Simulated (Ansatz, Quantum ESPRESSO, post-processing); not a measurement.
# Mo2CO2 MXene, 1 layer: response to a perpendicular field, part 5 of 7

How does Mo2CO2 MXene, 1 layer respond to a gate-like field without added charge?

Quantum ESPRESSO 7.5; plane-wave DFT, vdW-DF-cx, GBRV ultrasoft pseudopotentials made under PBE; geometry and cross-check by Ansatz 0.2.0 with PAW datasets.

So far. Step 11 (Self-consistent run: field 0.4 V/Å): The dipole goes from -0.0000 to 0.1010 e Å, 0.2524 e Å per V/Å. Step 12 (Electrostatic potential): The slope in the vacuum is 0.400 eV/Å for an applied 0.40 V/Å, as it should be.

## (13) Band structure: field 0.4 V/Å

Input file f3.bands.in:

```
&control
  prefix = 'f3.bands'
  outdir = './out'
  pseudo_dir = './pseudo'
  calculation = 'bands'
  tefield = .true.
  dipfield = .true.
/
&system
  ibrav = 0
  nat = 5
  ntyp = 3
  ecutwfc = 40
  ecutrho = 200
  input_dft = 'vdw-df-cx'
  occupations = 'smearing'
  smearing = 'fd'
  degauss = 0.004
  edir = 3
  emaxpos = 0.97
  eopreg = 0.04
  eamp = 0.00777876
  nbnd = 28
/
&electrons
  conv_thr = 1e-07
  mixing_beta = 0.4
  electron_maxstep = 120
  mixing_mode = 'local-TF'
/
ATOMIC_SPECIES
  O   15.9990  o_pbe_v1.2.uspp.F.UPF
  Mo  95.9500  mo_pbe_v1.uspp.F.UPF
  C   12.0110  c_pbe_v1.2.uspp.F.UPF
CELL_PARAMETERS angstrom
  3.09190257887328 0.00000000000000 0.00000000000000
  -1.54595128943664 2.67766617933088 -0.00000000000000
  0.00000000000000 -0.00000000000000 21.51903931870000
ATOMIC_POSITIONS crystal
  O   0.333333333333 0.666666666667 0.396062257604
  Mo  0.666666666667 0.333333333333 0.448057132490
  C   0.000000000000 0.000000000000 0.499999999456
  Mo  0.333333333333 0.666666666667 0.551942862246
  O   0.666666666667 0.333333333333 0.603937748203
K_POINTS crystal_b
4
  0.0000000000 0.0000000000 0.0000000000 14
  0.5000000000 0.0000000000 0.0000000000 14
  0.3333333333 0.3333333333 0.0000000000 14
  0.0000000000 0.0000000000 0.0000000000 1
```

Launch:

```sh
> cp -r out/f3.save out/f3.bands.save
> cp out/f3.xml out/f3.bands.xml
> OMP_NUM_THREADS=1 mpirun -n 4 pw.x -nk 4 -in f3.bands.in > f3.bands.out
```

Numbers of over 12 decimals in the logs are rounded to 6 here.

Output:

```text
[banner, memory and clock lines left out]
Program PWSCF v.7.5 starts
[citation notice left out]

[...]
bravais-lattice index     =            0
     lattice parameter (alat)  =       5.8428  a.u.
     unit-cell volume          =    1202.2692 (a.u.)^3
     number of atoms/cell      =            5
     number of atomic types    =            3
     number of electrons       =        44.00
     number of Kohn-Sham states=           28
     kinetic-energy cutoff     =      40.0000  Ry
     charge density cutoff     =     200.0000  Ry
     Exchange-correlation= VDW-DF-CX
                           (   1   4  27   0   1   0   0)

[...]
PseudoPot. # 1 for O  read from file:
     ./pseudo/o_pbe_v1.2.uspp.F.UPF
     Pseudo is Ultrasoft + core correction, Zval =  6.0
     Generated by new atomic code, or converted to UPF format
     Using radial grid of  737 points,  5 beta functions with:
                l(1) =   0
                l(2) =   0
                l(3) =   1
                l(4) =   1
                l(5) =   2
     Q(r) pseudized with  8 coefficients,  rinner =    0.900   0.900   0.900
                                                       0.900   0.900

     PseudoPot. # 2 for Mo read from file:
     ./pseudo/mo_pbe_v1.uspp.F.UPF
     Pseudo is Ultrasoft + core correction, Zval = 14.0
     Generated by new atomic code, or converted to UPF format
     Using radial grid of  889 points,  6 beta functions with:
                l(1) =   0
                l(2) =   0
                l(3) =   1
                l(4) =   1
                l(5) =   2
                l(6) =   2
     Q(r) pseudized with  6 coefficients,  rinner =    1.000   1.000   1.000
                                                       1.000   1.000

     PseudoPot. # 3 for C  read from file:
     ./pseudo/c_pbe_v1.2.uspp.F.UPF
     Pseudo is Ultrasoft + core correction, Zval =  4.0
     Generated by new atomic code, or converted to UPF format
     Using radial grid of  721 points,  4 beta functions with:
                l(1) =   0
                l(2) =   0
                l(3) =   1
                l(4) =   1
     Q(r) pseudized with  8 coefficients,  rinner =    1.100   1.100   1.100

     atomic species   valence    mass     pseudopotential
     O                 6.00    15.99900     O ( 1.00)
     Mo               14.00    95.95000     Mo( 1.00)
     C                 4.00    12.01100     C ( 1.00)

     No symmetry found

[...]
number of k points=    43  Fermi-Dirac smearing, width (Ry)=  0.0040
[...]
Dense  grid:    57393 G-vectors     FFT dimensions: (  27,  27, 192)

     Smooth grid:    41101 G-vectors     FFT dimensions: (  24,  24, 180)

     Check: negative core charge=   -0.000001

     The potential is recalculated from file :
     ./out/f3.bands.save/charge-density

     negative rho (up, down):  4.824E-03 0.000E+00

     %%%%%%%%%%%%%%%%%%%%%%%%%%%%%%%%%%%%%%%%%%%%%%%%%%%%%%%%%%%%%%%%%%%%%%%%
     %                                                                      %
     % You are using vdW-DF, which was implemented by the Thonhauser group. %
     % possible and the two reviews that describe the various versions:     %
     %                                                                      %
     %                                                                      %
     % If you are calculating stress with vdW-DF, please also cite:         %
     %                                                                      %
     %                                                                      %
     %%%%%%%%%%%%%%%%%%%%%%%%%%%%%%%%%%%%%%%%%%%%%%%%%%%%%%%%%%%%%%%%%%%%%%%%

     %%%%%%%%%%%%%%%%%%%%%%%%%%%%%%%%%%%%%%%%%%%%%%%%%%%%%%%%%%%%%%%%%%%%%%%%
     %                                                                      %
     %  vdW-DF NEWS:                                                        %
     %                                                                      %
     %  * vdW-DF3 is now available. DOI: 10.1021/acs.jctc.0c00471           %
     %    use with input_dft = 'vdW-DF3-opt1' or 'vdW-DF3-opt2'             %
     %                                                                      %
     %  * Unscreened and range-separated hybrid vdW-DF-cx functionals       %
     %    DOI: 10.1063/1.4986522 and 10.1088/1361-648X/ac2ad2               %
     %    use with input_dft = 'vdW-DF-cx0'    and 'vdW-DF-ahcx'            %
     %  * Unscreened and range-separated hybrid vdW-DF2-b86r functionals    %
     %    DOI: 10.1063/1.4986522 and DOI: 10.1103/PhysRevX.12.041003        %
     %    use with input_dft = 'vdW-DF2-br0' and 'vdW-DF2-ahbr'             %
     %                                                                      %
     %%%%%%%%%%%%%%%%%%%%%%%%%%%%%%%%%%%%%%%%%%%%%%%%%%%%%%%%%%%%%%%%%%%%%%%%

     Adding external electric field

     Computed dipole along edir(3) :
        Dipole                0.1908 Ry au,          0.4849 Debye
        Dipole field          0.0020 Ry au,

        E field amplitude [Ha a.u.]:  7.7788E-03
        Potential amp.        0.4517 Ry
        Total length         39.0385 bohr

     Starting wfcs are   38 randomized atomic wfcs

     Band Structure Calculation
     Davidson diagonalization with overlap

     ethr =  2.27E-10,  avg # of iterations = 30.6

     End of band structure calculation

          k = 0.0000 0.0000 0.0000 (  5091 PWs)   bands (ev):

   -62.1163 -62.0079 -36.5412 -35.9829 -35.9829 -35.9359 -35.8868 -35.8868
   -18.5758 -18.3897 -12.2404  -7.4340  -6.5283  -6.5283  -4.7714  -4.7714
    -4.3464  -2.0350  -1.9993  -1.9993  -1.8995  -1.8995  -0.2507   0.6236
     0.6236   2.2065   2.2918   2.2918

          k = 0.0357 0.0206 0.0000 (  5109 PWs)   bands (ev):

   -62.1153 -62.0075 -36.5390 -35.9992 -35.9855 -35.9273 -35.8930 -35.8873
   -18.5673 -18.3848 -12.2446  -7.4116  -6.5245  -6.5110  -4.8126  -4.7617
    -4.3181  -2.3199  -2.2762  -2.0024  -1.6663  -1.6223  -0.2533   0.6392
     0.6573   2.2246   2.2736   2.2988

[...]
```

Wall time 61 s (4 MPI ranks of Arm Neoverse N1, shared host); peak memory 0.35 GiB; 4.1 min of CPU time.

Read from the output:

| Quantity | Value |
| --- | --- |
| valence top, on the run's zero | 0.6116 eV |
| conduction bottom, on the run's zero | -0.2533 eV |

Band numbers count within the set of bands kept for display. Electronic bands along the path, in eV, zero at the Fermi level; # counts the bands kept:

```csv
point,#8,#9,#10,#11,#12,#13,#14,#15
Γ,-2.31,-2.31,-2.21,-2.21,-0.56,0.32,0.32,1.90
M,-3.09,-2.70,-2.18,0.30,0.33,1.21,1.31,1.83
K,-3.97,-3.93,-0.58,-0.45,-0.45,1.50,1.51,2.13
Γ,-2.31,-2.31,-2.21,-2.21,-0.56,0.32,0.32,1.90
```

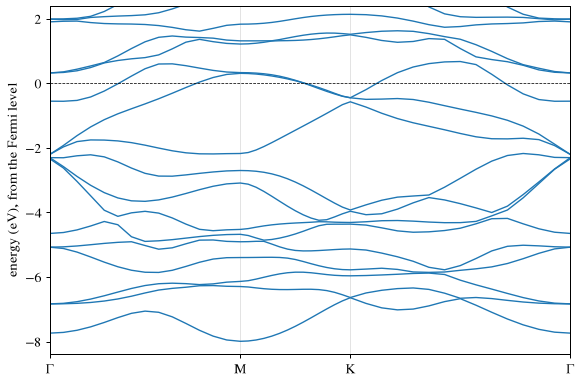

Electronic bands along the path.

By band count these two levels touch or overlap: there is no gap, and they are no band edges.

Upper empty bands that drop with the field can be states of the vacuum, held by the sawtooth; they depend on the cell's width.

## (14) Valence density

plot_num = 0 writes the valence density.

Input file f0.rho.in:

```
&inputpp
  prefix = 'f0'
  outdir = './out'
  filplot = 'f0.rho.dat'
  plot_num = 0
/
```

Launch:

```sh
> OMP_NUM_THREADS=1 mpirun -n 4 pp.x -in f0.rho.in > f0.rho.out
```

Output:

```text
[banner, memory and clock lines left out]
Program POST-PROC v.7.5 starts

          URL

     ./out/f0.save/

     IMPORTANT: XC functional enforced from input :
     Exchange-correlation= VDW-DF-CX
                           (   1   4  27   0   1   0   0)
     Any further DFT definition will be discarded
     Please, verify this is what you really want

     Check: negative core charge=   -0.000001

     negative rho (up, down):  4.840E-03 0.000E+00

     %%%%%%%%%%%%%%%%%%%%%%%%%%%%%%%%%%%%%%%%%%%%%%%%%%%%%%%%%%%%%%%%%%%%%%%%
     %                                                                      %
     % You are using vdW-DF, which was implemented by the Thonhauser group. %
     % possible and the two reviews that describe the various versions:     %
     %                                                                      %
     %                                                                      %
     % If you are calculating stress with vdW-DF, please also cite:         %
     %                                                                      %
     %                                                                      %
     %%%%%%%%%%%%%%%%%%%%%%%%%%%%%%%%%%%%%%%%%%%%%%%%%%%%%%%%%%%%%%%%%%%%%%%%

     %%%%%%%%%%%%%%%%%%%%%%%%%%%%%%%%%%%%%%%%%%%%%%%%%%%%%%%%%%%%%%%%%%%%%%%%
     %                                                                      %
     %  vdW-DF NEWS:                                                        %
     %                                                                      %
     %  * vdW-DF3 is now available. DOI: 10.1021/acs.jctc.0c00471           %
     %    use with input_dft = 'vdW-DF3-opt1' or 'vdW-DF3-opt2'             %
     %                                                                      %
     %  * Unscreened and range-separated hybrid vdW-DF-cx functionals       %
     %    DOI: 10.1063/1.4986522 and 10.1088/1361-648X/ac2ad2               %
     %    use with input_dft = 'vdW-DF-cx0'    and 'vdW-DF-ahcx'            %
     %  * Unscreened and range-separated hybrid vdW-DF2-b86r functionals    %
     %    DOI: 10.1063/1.4986522 and DOI: 10.1103/PhysRevX.12.041003        %
     %    use with input_dft = 'vdW-DF2-br0' and 'vdW-DF2-ahbr'             %
     %                                                                      %
     %%%%%%%%%%%%%%%%%%%%%%%%%%%%%%%%%%%%%%%%%%%%%%%%%%%%%%%%%%%%%%%%%%%%%%%%

     Adding external electric field

     Computed dipole along edir(3) :
        Dipole               -0.0000 Ry au,         -0.0001 Debye
        Dipole field         -0.0000 Ry au,

        Potential amp.        0.0000 Ry
        Total length         39.0385 bohr

     Calling punch_plot, plot_num =   0
     Writing data to file  f0.rho.dat
     Message from routine chdens:
     namelist plot not found or invalid, exiting

Note: The following floating-point exceptions are signalling: IEEE_UNDERFLOW_FLAG
Note: The following floating-point exceptions are signalling: IEEE_UNDERFLOW_FLAG
Note: The following floating-point exceptions are signalling: IEEE_UNDERFLOW_FLAG
Note: The following floating-point exceptions are signalling: IEEE_UNDERFLOW_FLAG
```

Wall time 31 s (4 MPI ranks); peak memory 0.2 GiB.

This step gave:

* electrons by integration: 44.00 e

The valence density, planar mean oscillates, so the rows of the table below give means over windows of 1.12 Å about each position, cut where the curve ends. Its maxima inside the range that stand out by 2 % of the span (Å: e/Å³): 8.6: 0.906, 9.8: 1.30, 11.8: 1.30, 12.9: 0.906. Its minima: 9.0: 0.823, 10.8: 0.653, 12.6: 0.823.

Mean over planes. Table of valence density, planar mean by z; means over each step:

```csv
z (Å),"valence density, planar mean (e/Å³)"
5.04,2.1e-5
6.16,6.9e-4
7.28,0.0398
8.40,0.675
9.52,1.18
10.64,0.747
11.76,1.18
12.88,0.816
14.00,0.0989
15.12,0.00156
16.24,4.2e-5
```

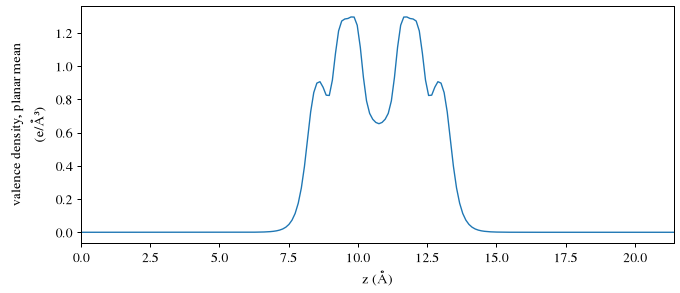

Valence density, planar mean, plotted against z.

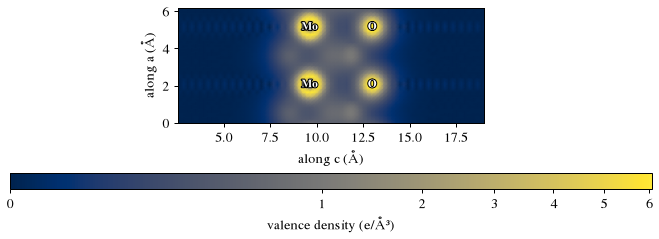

Valence density in the ca plane at fractional y = 0.333, with atoms of Mo and O within 0.2 Å of it. It is the smooth field of the valence electrons, not physical close to the nuclei. The colour scale is stretched toward low values. The far vacuum is left out of the map.

The density integrates to 44.000 electrons, as the 44 of the input ask.

## (15) Valence density

Input file f2.rho.in:

```
&inputpp
  prefix = 'f2'
  outdir = './out'
  filplot = 'f2.rho.dat'
  plot_num = 0
/
```

Launch:

```sh
> OMP_NUM_THREADS=1 mpirun -n 4 pp.x -in f2.rho.in > f2.rho.out
```

It took 31 s on 4 MPI ranks; peak memory 0.2 GiB; 2.1 min of CPU time.

## (16) Charge moved by a field of 0.2 V/Å

This step gave:

- largest charge moved across a plane: 0.001125 e/Å²
- dipole step: -1.103 eV

The planar mean oscillates, so the rows of the table below give means over windows of 2 Å about each position, cut where the curve ends. Its maxima inside the range that stand out by 2 % of the span (Å: e/Å³): 8.0: 7.4e-4, 8.7: 4.3e-4, 9.6: 1.5e-4, 10.3: 9.1e-5, 11.5: 4.6e-6, 12.2: 1.9e-5, 13.1: -3.6e-4. Its minima: 8.4: 3.5e-4, 9.3: -2.1e-5, 10.0: -3.4e-6, 11.2: -9.0e-5, 11.9: -1.5e-4, 12.8: -4.3e-4, 13.6: -7.5e-4.

The planar mean by z; means over each step:

```csv
z (Å),planar mean (e/Å³)
2,1.5e-8
4,7.1e-7
6,4.6e-5
8,4.6e-4
10,5.0e-5
12,-1.4e-4
14,-4.1e-4
16,-1.5e-5
18,-1.7e-7
20,-2.2e-9
```

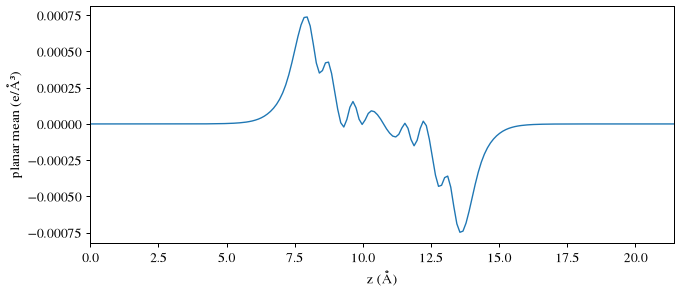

Planar mean, plotted against z.

Table of running integral, electrons below z by z:

```csv
z (Å),"running integral, electrons below z (e/Å²)"
3,3.4e-8
4,2.2e-7
5,1.6e-6
6,1.3e-5
7,1.0e-4
8,6.3e-4
9,0.00103
10,0.00108
11,0.00111
12,0.00104
13,8.2e-4
14,2.3e-4
15,2.7e-5
16,2.8e-6
17,3.1e-7
18,3.4e-8
```

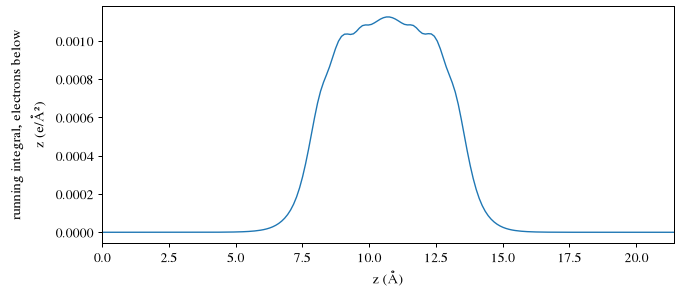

Running integral, electrons below z against z.

## (17) Polarisability from the dipole between 0 and 0.1 V/A

Numbers from this step:

- change of slope in the vacuum: 0.10000 eV/Å
- polarisability a cell: 3.634 Å³
- sheet polarisability 4πα/A: 5.515 Å

Table of change of the potential energy, second field less first by z:

```csv
z (Å),"change of the potential energy, second field less first (eV)"
0,-0.400
1,-0.700
2,-0.600
3,-0.500
4,-0.400
5,-0.300
6,-0.201
7,-0.104
8,-0.0296
9,-0.00476
10,9.9e-5
11,-4.3e-4
12,0.00112
13,0.0113
14,0.0591
15,0.149
16,0.248
17,0.348
18,0.448
19,0.548
20,0.648
21,0.513
```

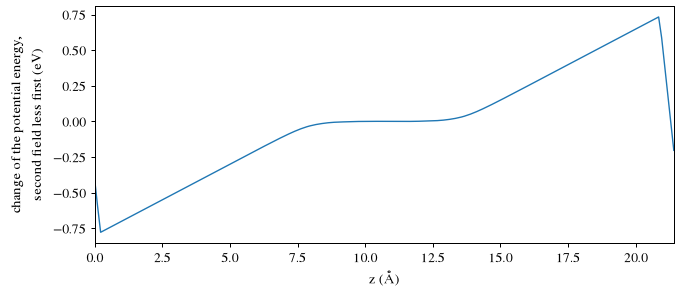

Change of the potential energy, second field less first, plotted against z.

## (18) Dipole against field

Dipole along the normal, dipole moment against applied field:

```csv
applied field (V/Å),"dipole along the normal, dipole moment (e·Å)"
0.000,-2.1e-5
0.100,0.0252
0.200,0.0504
0.400,0.101
```

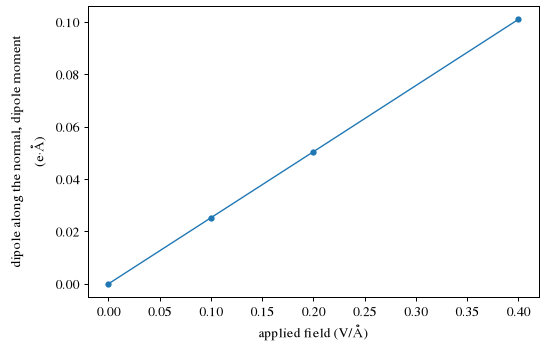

Dipole along the normal, dipole moment against applied field.

## (19) Cross-check with Ansatz: field 0.1 V/Å

A second code with its own PAW datasets, on the same atoms.

Level of this step: plane-wave DFT, PBE, Ansatz PAW (Ansatz 0.2.0).

Input file input.yaml:

```yaml
crystal:
  lattice:
    - [3.0919025789, 0.0, 0.0]
    - [-1.5459512894, 2.6776661793, 0.0]
    - [0.0, 0.0, 21.5190393187]
  atoms:
    - { symbol: O, position: [0.3333333333, 0.6666666667, 0.3960622576] }
    - { symbol: Mo, position: [0.6666666667, 0.3333333333, 0.4480571325] }
    - { symbol: C, position: [0.0, 0.0, 0.4999999995] }
    - { symbol: Mo, position: [0.3333333333, 0.6666666667, 0.5519428622] }
    - { symbol: O, position: [0.6666666667, 0.3333333333, 0.6039377482] }
kpoints:
  mp_grid: { grid: [12, 12, 1] }
hamiltonian:
  xc: pbe
scf:
  occupations: { method: fermi_dirac, width: 0.054 }
  convergence: { dr2_threshold: 1.0e-09 }
efield:
  axis: 3
  dipole_correction: true
  ramp_position: 0.97
  ramp_width: 0.04
  amplitude: 0.1
output:
  write_potential: true
  write_density: true
  volumetric_format: npy
```

Launch:

```sh
> ansatz run input.yaml --threads 4 --pin off --max-ram 8192MiB --backend cpu --events-out ev --progress --plain --runs-dir out
```

Output:

```text
[...]
Crystal: 5 atoms, lattice volume = 178.158 Å³
Basis set: ecut = 420 eV, 3479 PW (Γ)
Bands: 27, of which v1, the nominal top of the filled ones, is band 22 counted from 1 (21 counted from 0)
Symmetry: 6 space group operations
k-points: 19 of 144 (time reversal used)
[...]
SCF iter   1: F=—  HF=-11307.248857 eV  |F-HF|=—  |Δ(HF+E_count)|=         —  Δρ=1.31e-1  dr2=3.90e1  ethr=3.10e-3  p=0.028 e·Å  D=2.87e-2 V/Å  ΔV_dip=-0.62 eV  dr2_dipole=1.43e-4  V_vac-E_F(+/−)=6.36/5.04 eV  ⟨swp⟩=9.7  Hψ=3049  notcnv=0
[...]
SCF iter  13: F=-11297.399044 eV  HF=-11297.399044 eV  |F-HF|=4.55e-11  |Δ(HF+E_count)|=  9.13e-10  Δρ=2.81e-7  dr2=1.48e-10  ethr=2.27e-12  p=0.025 e·Å  D=2.55e-2 V/Å  ΔV_dip=-0.55 eV  dr2_dipole=5.17e-12  V_vac-E_F(+/−)=7.01/5.63 eV  ⟨swp⟩=4.1  Hψ=2221  notcnv=0
SCF 1 converged in 13 iterations: F = -11297.399044 eV  dr2 = 1.48e-10
[...]
SCF converged after 13 iterations
Free energy (F): -11297.399044 eV
[...]
Internal energy: -11297.379720 eV  (E = F + TS)
E sigma→0 (E₀):  -11297.389382 eV
Entropy (-TS):   -0.019323 eV (-3.865 meV/atom)
Fermi energy:    0.347563 eV
Dipole field:    D = 0.025476 V/Å  (p = 0.025083 e·Å, saw-weighted, corrected)
Work function:   not extracted (applied field tilts the vacuum); planar V_es + V_field profile in the machine report
[...]
--- Band table (eV; the first three rows and the last of 19) ---
  k-point 0: bands = [... 18 lower, -1.9487, -1.9487, -1.8693, -1.8693, -0.2090, 0.6655, 0.6655, 2.2402, ... 1 higher]
  k-point 1: bands = [... 18 lower, -2.6343, -1.8859, -1.4331, -1.1845, -0.1595, 0.7594, 0.8129, 2.2373, ... 1 higher]
  k-point 2: bands = [... 18 lower, -3.1581, -2.0352, -1.4304, -0.6577, 0.2492, 1.0234, 1.1171, 2.1747, ... 1 higher]
  k-point 18: bands = [... 18 lower, -3.6201, -3.6099, -0.2301, -0.1014, -0.1009, 1.8448, 1.8491, 2.4659, ... 1 higher]
```

The job ended after 7.1 s (4 threads; peak memory 0.46 GiB).

Numbers from this step:

| Quantity | Value |
| --- | --- |
| free energy | -11297.3990 eV |
| energy at zero smearing | -11297.3894 eV |
| smearing term TS | 0.01932 eV |
| Fermi energy | 0.3476 eV |
| dipole along the normal | 0.02508 e·Å |

At 0.1 V/Å Ansatz's dipole is 0.0251 e Å against 0.0252 from pw.x, under another functional.

## (20) The same in Ansatz: field -0.1 V/Å

input.yaml, as its differences from the input of step 19:

```diff
@@ -23,3 +23,3 @@
   ramp_width: 0.04
-  amplitude: 0.1
+  amplitude: -0.1
 output:
```

Output:

```text
[...]
Crystal: 5 atoms, lattice volume = 178.158 Å³
Basis set: ecut = 420 eV, 3479 PW (Γ)
Bands: 27, of which v1, the nominal top of the filled ones, is band 22 counted from 1 (21 counted from 0)
Symmetry: 6 space group operations
k-points: 19 of 144 (time reversal used)
[...]
k-point 0: bands = [... 18 lower, -1.9808, -1.9808, -1.9014, -1.9014, -0.2411, 0.6334, 0.6334, 2.2082, ... 1 higher]
  k-point 1: bands = [... 18 lower, -2.6663, -1.9180, -1.4652, -1.2166, -0.1916, 0.7273, 0.7808, 2.2052, ... 1 higher]
  k-point 2: bands = [... 18 lower, -3.1902, -2.0673, -1.4625, -0.6898, 0.2171, 0.9913, 1.0850, 2.1426, ... 1 higher]
  k-point 18: bands = [... 18 lower, -3.6522, -3.6419, -0.2621, -0.1335, -0.1330, 1.8127, 1.8170, 2.4339, ... 1 higher]
[key lines of the parts left out:]
SCF converged after 13 iterations
Free energy (F): -11297.399043 eV
Fermi energy:    0.315488 eV
Dipole field:    D = -0.025467 V/Å  (p = -0.025074 e·Å, saw-weighted, corrected)
```

It took 6.9 s on 4 threads; peak memory 0.46 GiB.

Read from the output:

```
Fermi energy            : 0.3155 eV
dipole along the normal : -0.02507 e·Å
```

## (21) Dipole against field, Ansatz

The dipole along the normal, dipole moment by applied field:

```csv
applied field (V/Å),"dipole along the normal, dipole moment (e·Å)"
-0.1000,-0.0251
0.0000,3.1e-6
0.1000,0.0251
```

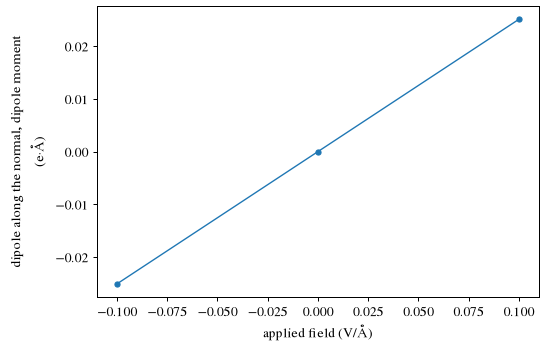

Dipole along the normal, dipole moment against applied field.

(Part 5 of 7 ends here.)

[Logs are printed without paths, hosts, clocks, repeated set-up lines and the standing remarks that a program may print on its own settings, such as how far it seeks lower states.]

[Hosts, paths, dates, database ids (printed as entryN), source tags and the programs' standing remarks are cut or masked in the printed files.]

[Maps of the electrostatic potential energy from Ansatz leave out the sawtooth potential of an applied field or a dipole correction, so their vacuum need not be flat; planar profiles and work functions include it.]
